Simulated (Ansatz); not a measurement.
**singlet CH5BN+: levels of theory compared**

We compute a comparison of 4 runs (B3LYP/6-31G*, B2PLYP/def2-SVPD, PBE/def2-SVPD, SVWN5/def2-SVPD) of singlet CH5BN+. 

The results are computed with Ansatz 0.2.0.

61 further runs of the same task are left out: 61 set aside as unsound or not needed.

## 1. The system as given

CH5BN+ has 8 atoms, charge +1, and is taken as a singlet. As SMILES of the parent species, `B[N]C`. Geometry: relaxed at PBE0-D4/def2-TZVP. That shape belongs to the parent species and isn't relaxed for this state.

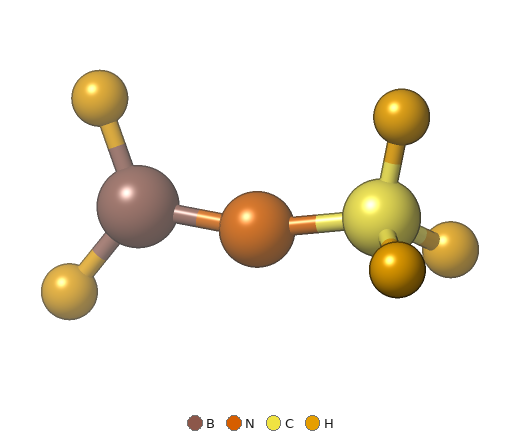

Viewed from a chosen angle; boron brown, nitrogen orange, carbon yellow, hydrogen amber.

## 2. The energy at B3LYP/6-31G(d) (spherical functions) (run 1)

The input, in.yaml:

```yaml
crystal:
  periodic: [false, false, false]
  atoms:
    - {symbol: B, position_ang: [-0.373900, 1.096100, -0.965000]}
    - {symbol: N, position_ang: [0.058500, 0.275600, -0.008700]}
    - {symbol: C, position_ang: [0.339600, -0.835900, 0.776800]}
    - {symbol: H, position_ang: [-1.007800, 0.632300, -1.885400]}
    - {symbol: H, position_ang: [-0.143000, 2.276400, -0.921600]}
    - {symbol: H, position_ang: [-0.096400, -0.755000, 1.778600]}
    - {symbol: H, position_ang: [1.416200, -1.018200, 0.865300]}
    - {symbol: H, position_ang: [-0.101000, -1.728600, 0.304400]}
basis:
  gaussian:
    orbitals: 6-31G_st_-spherical.json
total_charge: 1
hamiltonian:
  xc: {name: B3LYP}
accuracy: high
output: {orbitals: {seedname: orbitals}}
```

The basis set 6-31G* is read from a file made from the Basis Set Exchange's data (not shown).

On the command line:

```console
$ ansatz run in.yaml --threads 1 --pin off --max-ram 3480MiB --events-out events.jsonl --progress --plain --runs-dir runs
```

What it wrote:

```text
Warning: RAYON_NUM_THREADS=1 ignored (pool sized by the plan → 1); use --threads N
Functional definition: B3LYP
  name "B3LYP"
  parameter a0 = 0.2
  parameter ax = 0.72
  parameter ac = 0.81
  exchange = (1 - a0 - ax)*slater_x + ax*b88_x + a0*exact_x
  correlation = (1 - ac)*vwn_rpa_c + ac*lyp_c
1235 factors; integrals over basis functions are off by at most 2.9e-9 eV
mean field evaluation 1: about -3258.0577 eV, gradient 8.1e1 eV
mean field evaluation 2: about -3213.7514 eV, gradient 1.4e2 eV
mean field evaluation 4: about -3274.0119 eV, gradient 1.4e1 eV
mean field evaluation 8: about -3274.4432 eV, gradient 3.0e-1 eV
mean field evaluation 16: about -3274.4435 eV, gradient 9.5e-6 eV
mean field -3274.44350431 eV, -120.3335792858 hartree, gradient 2.3e-8 eV, S^2 0.000000; 0 other end points of the search recorded, 0 dependent functions left out
reference -3274.44353627 eV, -120.3335804602 hartree; 11, 11 occupied and 41, 41 virtual orbitals, 1235 factors
Total energy: -3274.44353627 eV, -120.3335804602 hartree
```

Run time: 4.8 s. Hardware: 1 thread of Arm Neoverse N1, shared host; peak memory 0.14 GiB.

## 3. The energy at B2PLYP/def2-SVPD (run 2)

The input, input.yaml:

```yaml
crystal:
  periodic: [false, false, false]
  atoms:
    - {symbol: B, position_ang: [-0.373900, 1.096100, -0.965000]}
    - {symbol: "N", position_ang: [0.058500, 0.275600, -0.008700]}
    - {symbol: C, position_ang: [0.339600, -0.835900, 0.776800]}
    - {symbol: H, position_ang: [-1.007800, 0.632300, -1.885400]}
    - {symbol: H, position_ang: [-0.143000, 2.276400, -0.921600]}
    - {symbol: H, position_ang: [-0.096400, -0.755000, 1.778600]}
    - {symbol: H, position_ang: [1.416200, -1.018200, 0.865300]}
    - {symbol: H, position_ang: [-0.101000, -1.728600, 0.304400]}
basis:
  gaussian: {orbitals: def2-SVPD}
total_charge: 1
hamiltonian: {xc: {name: B2PLYP}}
correlation: {frozen_orbitals: {B: 1, C: 1, H: 0, "N": 1}}
accuracy: high
output: {orbitals: {seedname: orbitals}}
```

On the command line:

```console
$ ansatz run input.yaml --threads 1 --pin off --max-ram 3480MiB --events-out events.jsonl --progress --plain --runs-dir runs
```

What it wrote:

```text
Warning: RAYON_NUM_THREADS=1 ignored (pool sized by the plan → 1); use --threads N
Functional definition: B2PLYP
  name "B2PLYP"
  parameter a = 0.53
  parameter c = 0.27
  exchange = (1 - a)*b88_x + a*exact_x
  correlation = (1 - c)*lyp_c + c*(mp2_os + mp2_ss)
2079 factors; integrals over basis functions are off by at most 3.1e-9 eV
mean field evaluation 1: about -3254.2350 eV, gradient 6.3e1 eV
mean field evaluation 2: about -3254.2359 eV, gradient 6.3e1 eV
mean field evaluation 4: about -3264.2259 eV, gradient 8.0e0 eV
mean field evaluation 8: about -3264.4866 eV, gradient 5.0e-2 eV
mean field evaluation 16: about -3264.4868 eV, gradient 7.1e-5 eV
mean field evaluation 32: about -3264.4841 eV, gradient 3.2e-1 eV
mean field -3264.48678350 eV, -119.9676765451 hartree, gradient 2.2e-8 eV, S^2 0.000000; 1 other end points of the search recorded, 0 dependent functions left out; unrestricted orbitals would lower it
3 core orbitals not correlated: weight in the atoms' cores, before any rotation towards them, 1.000 or more for the frozen orbitals, at most 0.000 for the correlated occupied ones
reference -3264.48680922 eV, -119.9676774903 hartree; 8, 8 occupied and 89, 89 virtual orbitals, 2079 factors
second order -13.57815895 eV of doubles, -0.00000000 eV of singles
Total energy: -3268.15291214 eV, -120.1024042875 hartree
```

It took 17 s on 1 thread of Arm Neoverse N1, shared host; peak memory 0.29 GiB.

Run 3 isn't shown in full; the table further down has it.

## 4. The energy at SVWN5/def2-SVPD (run 4)

Changes to in.yaml since step 2:

```diff
@@ -4,3 +4,3 @@
     - {symbol: B, position_ang: [-0.373900, 1.096100, -0.965000]}
-    - {symbol: N, position_ang: [0.058500, 0.275600, -0.008700]}
+    - {symbol: "N", position_ang: [0.058500, 0.275600, -0.008700]}
     - {symbol: C, position_ang: [0.339600, -0.835900, 0.776800]}
@@ -13,6 +13,6 @@
   gaussian:
-    orbitals: 6-31G_st_-spherical.json
+    orbitals: def2-SVPD
 total_charge: 1
 hamiltonian:
-  xc: {name: B3LYP}
+  xc: {name: SVWN5}
 accuracy: high
```

On the command line:

```console
$ ansatz run in.yaml --threads 1 --pin off --max-ram 3480MiB --events-out events.jsonl --progress --plain --runs-dir runs
```

What it wrote:

```text
Warning: RAYON_NUM_THREADS=1 ignored (pool sized by the plan → 1); use --threads N
Functional definition: SVWN5
  name "SVWN5"
  exchange = slater_x
  correlation = vwn5_c
2079 factors; integrals over basis functions are off by at most 3.1e-9 eV
mean field evaluation 1: about -3221.1482 eV, gradient 9.2e1 eV
mean field evaluation 2: about -3148.7991 eV, gradient 1.6e2 eV
mean field evaluation 4: about -3239.1619 eV, gradient 3.2e1 eV
mean field evaluation 8: about -3241.5535 eV, gradient 9.8e-2 eV
mean field evaluation 16: about -3241.5536 eV, gradient 1.8e-5 eV
mean field -3241.55359526 eV, -119.1248974217 hartree, gradient 2.2e-8 eV, S^2 0.000000; 0 other end points of the search recorded, 0 dependent functions left out
reference -3241.55359942 eV, -119.1248975746 hartree; 11, 11 occupied and 89, 89 virtual orbitals, 2079 factors
Total energy: -3241.55359942 eV, -119.1248975746 hartree
```

Wall time 6.9 s (1 thread of Arm Neoverse N1, shared host); peak memory 0.25 GiB.

## 5. All runs side by side

| run | level | frozen core orbitals | energy (Eh) | HOMO energy (eV) | LUMO energy (eV) | HOMO–LUMO gap (eV) | wall time |
| --- | --- | --- | --- | --- | --- | --- | --- |
| 1 | B3LYP/6-31G* (spherical functions) | – | -120.333580 | -15.01 | -11.81 | 3.19 | 4.8 s |
| 2 | B2PLYP/def2-SVPD | 3 | -120.102404 | -16.85 | -10.21 | 6.64 | 17 s |
| 3 | PBE/def2-SVPD | – | -120.083872 | -13.79 | -12.51 | 1.28 | 9.3 s |
| 4 | SVWN5/def2-SVPD | – | -119.124898 | -13.82 | -12.55 | 1.28 | 6.9 s |

## 6. Results

| quantity | value |
| --- | --- |
| run 4: total energy | -119.12490 Eh |
| run 4: HOMO energy | -13.82 eV |
| run 4: LUMO energy | -12.55 eV |
| run 4: HOMO–LUMO gap | 1.28 eV |

In words: The HOMO–LUMO gap runs from 1.28 eV (SVWN5/def2-SVPD) to 6.64 eV (B2PLYP/def2-SVPD). A double hybrid's value is that of its SCF part. Totals of different functionals can't be ranked against each other. In run 2 the log says that unrestricted orbitals would lower the reference, so the values rest on an unstable closed-shell determinant (other closed-shell runs at this shape may share the fault). All runs together took 38 s, the longest 17 s.
